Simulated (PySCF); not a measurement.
**Energy and gradient calculation of CH₃Cl₃Si (part 2 of 2)**

The same run, continued: CH₃Cl₃Si, SMILES C[Si](Cl)(Cl)Cl; B3LYP/pcseg-2, RKS (PySCF 2.14.0). The geometry comes from this level: PBE0-D4/def2-TZVP.

Geometry of the input (Å):
```
C  -0.7289  -0.2796  0.6861
Si 0.5689  0.1979  -0.5287
Cl 2.3604  -0.6400  -0.0336
Cl 0.0659  -0.4295  -2.4022
Cl 0.8012  2.2230  -0.5738
H  -0.8445  -1.3652  0.7008
H  -0.4483  0.0611  1.6848
H  -1.6826  0.1752  0.4108
```

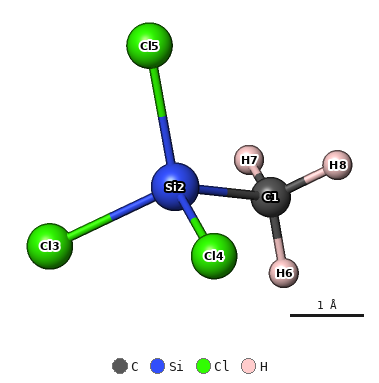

**Figure 1.** The structure (ball-and-stick view, seen at a tilt; atoms are numbered from 1 in the order of the input).

Output, continued:
```
MO #142 energy= 2.45174343881669   occ= 0
MO #143 energy= 2.5129655264373    occ= 0
MO #144 energy= 2.53148855632644   occ= 0
MO #145 energy= 2.53151897954035   occ= 0
MO #146 energy= 2.58182430375642   occ= 0
MO #147 energy= 2.58184468810639   occ= 0
MO #148 energy= 2.60744800588036   occ= 0
MO #149 energy= 3.10194932556314   occ= 0
MO #150 energy= 3.10195922747226   occ= 0
MO #151 energy= 3.22842546767564   occ= 0
MO #152 energy= 3.25611086766163   occ= 0
MO #153 energy= 3.28395668133422   occ= 0
MO #154 energy= 3.28395927265345   occ= 0
MO #155 energy= 3.36414019957531   occ= 0
MO #156 energy= 3.36416852601909   occ= 0
MO #157 energy= 3.47670709198267   occ= 0
MO #158 energy= 3.47671250800129   occ= 0
MO #159 energy= 3.4908140794157    occ= 0
MO #160 energy= 3.49939699815868   occ= 0
MO #161 energy= 3.50345248968661   occ= 0
MO #162 energy= 3.50345394937168   occ= 0
MO #163 energy= 3.52026455731882   occ= 0
MO #164 energy= 3.52027643937563   occ= 0
MO #165 energy= 3.53655662350506   occ= 0
MO #166 energy= 3.63890588763196   occ= 0
MO #167 energy= 3.67495816624622   occ= 0
MO #168 energy= 3.67496841435261   occ= 0
MO #169 energy= 3.71864610429759   occ= 0
MO #170 energy= 3.75556336365768   occ= 0
MO #171 energy= 3.75557132674973   occ= 0
MO #172 energy= 3.79426007871903   occ= 0
MO #173 energy= 3.79426526055499   occ= 0
MO #174 energy= 3.81147522975889   occ= 0
MO #175 energy= 4.02587141767949   occ= 0
MO #176 energy= 4.02589328310259   occ= 0
MO #177 energy= 4.05874263505894   occ= 0
MO #178 energy= 4.1345541549898    occ= 0
MO #179 energy= 4.13458749569064   occ= 0
MO #180 energy= 4.24938926820908   occ= 0
MO #181 energy= 4.29488977725698   occ= 0
MO #182 energy= 4.29490670874912   occ= 0
MO #183 energy= 4.38574078307621   occ= 0
MO #184 energy= 4.49609037937369   occ= 0
MO #185 energy= 4.49609857464867   occ= 0
MO #186 energy= 4.50645695267362   occ= 0
MO #187 energy= 4.57778299785339   occ= 0
MO #188 energy= 4.61299570905628   occ= 0
MO #189 energy= 4.61304030320787   occ= 0
MO #190 energy= 4.68902226350699   occ= 0
MO #191 energy= 4.6890727461277    occ= 0
MO #192 energy= 4.76696464987033   occ= 0
MO #193 energy= 5.09409588938882   occ= 0
MO #194 energy= 5.14989725957035   occ= 0
MO #195 energy= 5.14993320715457   occ= 0
MO #196 energy= 5.58799239723731   occ= 0
MO #197 energy= 5.65806089015808   occ= 0
MO #198 energy= 5.65811767201398   occ= 0
MO #199 energy= 5.77829090214954   occ= 0
MO #200 energy= 5.77837860947693   occ= 0
MO #201 energy= 5.79831445363969   occ= 0
MO #202 energy= 5.82727096630671   occ= 0
MO #203 energy= 6.08507289374085   occ= 0
MO #204 energy= 6.08511574446474   occ= 0
MO #205 energy= 14.0016917712856   occ= 0
MO #206 energy= 32.2300141553456   occ= 0
MO #207 energy= 32.2300910603376   occ= 0
MO #208 energy= 32.6341789869221   occ= 0
 ** Mulliken pop on meta-lowdin orthogonal AOs  **
 ** Mulliken pop  **
pop of  0 C 1s            1.99990
pop of  0 C 2s            1.08259
pop of  0 C 3s            0.00225
pop of  0 C 4s            0.00203
pop of  0 C 2px           1.18034
pop of  0 C 2py           1.15243
pop of  0 C 2pz           1.17633
pop of  0 C 3px           0.00293
pop of  0 C 3py           0.00303
pop of  0 C 3pz           0.00294
pop of  0 C 4px           0.00065
pop of  0 C 4py           0.00059
pop of  0 C 4pz           0.00065
pop of  0 C 3dxy          0.00078
pop of  0 C 3dyz          0.00072
pop of  0 C 3dz^2         0.00065
pop of  0 C 3dxz          0.00194
pop of  0 C 3dx2-y2       0.00111
pop of  0 C 4dxy          0.00009
pop of  0 C 4dyz          0.00005
pop of  0 C 4dz^2         0.00022
pop of  0 C 4dxz          0.00005
pop of  0 C 4dx2-y2       0.00016
pop of  0 C 4f-3          0.00062
pop of  0 C 4f-2          0.00004
pop of  0 C 4f-1          0.00031
pop of  0 C 4f+0          0.00027
pop of  0 C 4f+1          0.00039
pop of  0 C 4f+2          0.00016
pop of  0 C 4f+3          0.00003
pop of  1 Si 1s           1.99999
pop of  1 Si 2s           1.99966
pop of  1 Si 3s           0.94361
pop of  1 Si 4s           0.01086
pop of  1 Si 5s           0.00065
pop of  1 Si 2px          1.99988
pop of  1 Si 2py          1.99987
pop of  1 Si 2pz          1.99988
pop of  1 Si 3px          0.65550
pop of  1 Si 3py          0.60674
pop of  1 Si 3pz          0.64853
pop of  1 Si 4px          0.01474
pop of  1 Si 4py          0.01597
pop of  1 Si 4pz          0.01491
pop of  1 Si 5px          0.00090
pop of  1 Si 5py          0.00071
pop of  1 Si 5pz          0.00087
pop of  1 Si 3dxy         0.01004
pop of  1 Si 3dyz         0.01008
pop of  1 Si 3dz^2        0.00974
pop of  1 Si 3dxz         0.00950
pop of  1 Si 3dx2-y2      0.01054
pop of  1 Si 4dxy         0.00726
pop of  1 Si 4dyz         0.00694
pop of  1 Si 4dz^2        0.00788
pop of  1 Si 4dxz         0.00808
pop of  1 Si 4dx2-y2      0.00859
pop of  1 Si 4f-3         0.00098
pop of  1 Si 4f-2         0.00026
pop of  1 Si 4f-1         0.00069
pop of  1 Si 4f+0         0.00094
pop of  1 Si 4f+1         0.00095
pop of  1 Si 4f+2         0.00073
pop of  1 Si 4f+3         0.00083
pop of  2 Cl 1s           1.99999
pop of  2 Cl 2s           1.99964
pop of  2 Cl 3s           1.85898
pop of  2 Cl 4s           0.00206
pop of  2 Cl 5s           0.00025
pop of  2 Cl 2px          1.99990
pop of  2 Cl 2py          1.99992
pop of  2 Cl 2pz          1.99992
pop of  2 Cl 3px          1.63292
pop of  2 Cl 3py          1.85309
pop of  2 Cl 3pz          1.89692
pop of  2 Cl 4px          0.00281
pop of  2 Cl 4py          0.00213
pop of  2 Cl 4pz          0.00217
pop of  2 Cl 5px          0.00028
pop of  2 Cl 5py          0.00012
pop of  2 Cl 5pz          0.00009
pop of  2 Cl 3dxy         0.00585
pop of  2 Cl 3dyz         0.00092
pop of  2 Cl 3dz^2        0.00247
pop of  2 Cl 3dxz         0.00364
pop of  2 Cl 3dx2-y2      0.00494
pop of  2 Cl 4dxy         0.00005
pop of  2 Cl 4dyz         0.00001
pop of  2 Cl 4dz^2        0.00002
pop of  2 Cl 4dxz         0.00004
pop of  2 Cl 4dx2-y2      0.00005
pop of  2 Cl 4f-3         0.00055
pop of  2 Cl 4f-2         0.00023
pop of  2 Cl 4f-1         0.00007
pop of  2 Cl 4f+0         0.00018
pop of  2 Cl 4f+1         0.00026
pop of  2 Cl 4f+2         0.00018
pop of  2 Cl 4f+3         0.00031
pop of  3 Cl 1s           1.99999
pop of  3 Cl 2s           1.99964
pop of  3 Cl 3s           1.85898
pop of  3 Cl 4s           0.00206
pop of  3 Cl 5s           0.00025
pop of  3 Cl 2px          1.99992
pop of  3 Cl 2py          1.99992
pop of  3 Cl 2pz          1.99990
pop of  3 Cl 3px          1.89644
pop of  3 Cl 3py          1.88173
pop of  3 Cl 3pz          1.60475
pop of  3 Cl 4px          0.00220
pop of  3 Cl 4py          0.00203
pop of  3 Cl 4pz          0.00288
pop of  3 Cl 5px          0.00009
pop of  3 Cl 5py          0.00010
pop of  3 Cl 5pz          0.00030
pop of  3 Cl 3dxy         0.00063
pop of  3 Cl 3dyz         0.00473
pop of  3 Cl 3dz^2        0.00794
pop of  3 Cl 3dxz         0.00397
pop of  3 Cl 3dx2-y2      0.00055
pop of  3 Cl 4dxy         0.00001
pop of  3 Cl 4dyz         0.00004
pop of  3 Cl 4dz^2        0.00007
pop of  3 Cl 4dxz         0.00005
pop of  3 Cl 4dx2-y2      0.00001
pop of  3 Cl 4f-3         0.00001
pop of  3 Cl 4f-2         0.00016
pop of  3 Cl 4f-1         0.00051
pop of  3 Cl 4f+0         0.00052
pop of  3 Cl 4f+1         0.00042
pop of  3 Cl 4f+2         0.00013
pop of  3 Cl 4f+3         0.00001
pop of  4 Cl 1s           1.99999
pop of  4 Cl 2s           1.99964
pop of  4 Cl 3s           1.85900
pop of  4 Cl 4s           0.00206
pop of  4 Cl 5s           0.00025
pop of  4 Cl 2px          1.99992
pop of  4 Cl 2py          1.99990
pop of  4 Cl 2pz          1.99992
pop of  4 Cl 3px          1.91740
pop of  4 Cl 3py          1.54446
pop of  4 Cl 3pz          1.92109
pop of  4 Cl 4px          0.00205
pop of  4 Cl 4py          0.00303
pop of  4 Cl 4pz          0.00203
pop of  4 Cl 5px          0.00008
pop of  4 Cl 5py          0.00035
pop of  4 Cl 5pz          0.00007
pop of  4 Cl 3dxy         0.00333
pop of  4 Cl 3dyz         0.00302
pop of  4 Cl 3dz^2        0.00294
pop of  4 Cl 3dxz         0.00016
pop of  4 Cl 3dx2-y2      0.00836
pop of  4 Cl 4dxy         0.00005
pop of  4 Cl 4dyz         0.00005
pop of  4 Cl 4dz^2        0.00002
pop of  4 Cl 4dxz         0.00000
pop of  4 Cl 4dx2-y2      0.00006
pop of  4 Cl 4f-3         0.00063
pop of  4 Cl 4f-2         0.00003
pop of  4 Cl 4f-1         0.00040
pop of  4 Cl 4f+0         0.00013
pop of  4 Cl 4f+1         0.00003
pop of  4 Cl 4f+2         0.00021
pop of  4 Cl 4f+3         0.00036
pop of  5 H 1s            0.84673
pop of  5 H 2s            0.00476
pop of  5 H 3s            0.00222
pop of  5 H 2px           0.00011
pop of  5 H 2py           0.00066
pop of  5 H 2pz           0.00008
pop of  5 H 3px           0.00009
pop of  5 H 3py           0.00025
pop of  5 H 3pz           0.00009
pop of  5 H 3dxy          0.00003
pop of  5 H 3dyz          0.00002
pop of  5 H 3dz^2         0.00003
pop of  5 H 3dxz          0.00001
pop of  5 H 3dx2-y2       0.00007
pop of  6 H 1s            0.84673
pop of  6 H 2s            0.00476
pop of  6 H 3s            0.00222
pop of  6 H 2px           0.00009
pop of  6 H 2py           0.00007
pop of  6 H 2pz           0.00071
pop of  6 H 3px           0.00012
pop of  6 H 3py           0.00010
pop of  6 H 3pz           0.00021
pop of  6 H 3dxy          0.00001
pop of  6 H 3dyz          0.00004
pop of  6 H 3dz^2         0.00008
pop of  6 H 3dxz          0.00002
pop of  6 H 3dx2-y2       0.00001
pop of  7 H 1s            0.84673
pop of  7 H 2s            0.00476
pop of  7 H 3s            0.00222
pop of  7 H 2px           0.00068
pop of  7 H 2py           0.00010
pop of  7 H 2pz           0.00008
pop of  7 H 3px           0.00020
pop of  7 H 3py           0.00012
pop of  7 H 3pz           0.00012
pop of  7 H 3dxy          0.00005
pop of  7 H 3dyz          0.00002
pop of  7 H 3dz^2         0.00003
pop of  7 H 3dxz          0.00002
pop of  7 H 3dx2-y2       0.00005
 ** Mulliken atomic charges  **
charge of    0C =     -0.61427
charge of    1Si =      0.99271
charge of    2Cl =     -0.27096
charge of    3Cl =     -0.27096
charge of    4Cl =     -0.27101
charge of    5H =      0.14483
charge of    6H =      0.14483
charge of    7H =      0.14483
Dipole moment(X, Y, Z, Debye): -1.47299, -0.54263,  1.37857
```

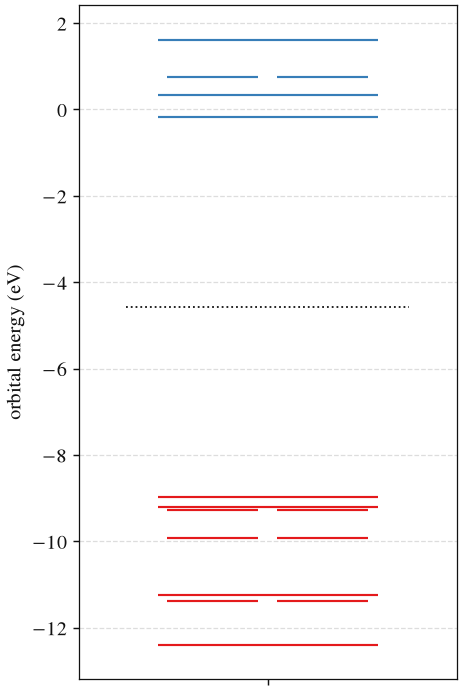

**Figure 2.** Orbital energies near the frontier; the dotted line parts filled from empty levels, and levels within 0.02 eV of each other stand side by side. Highest filled −8.96 eV, lowest empty −0.17 eV, 8.79 eV apart.
